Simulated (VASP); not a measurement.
Band structure of Al₂Ga₂N₄ (ordered alloy cell). Calculation: PBEsol GGA, VASP's PBE PAW potentials (set 64) (plane waves; VASP).

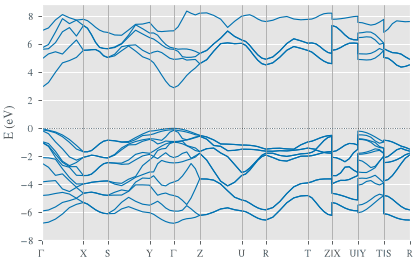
*Bands along high-symmetry lines, zero at the valence-band maximum or, without a gap, the Fermi level*

Task: Read the plot: is there a gap, and where are the band edges?

Result: The gap is direct, 2.90 eV, from the valence maximum at Γ to the conduction minimum at Γ. (Edges off the drawn lines would not show.)

The structure was generated: Al2Ga2N4 was put into an ordered model structure (Pmn2_1), which need not be its known phase. It was relaxed first.
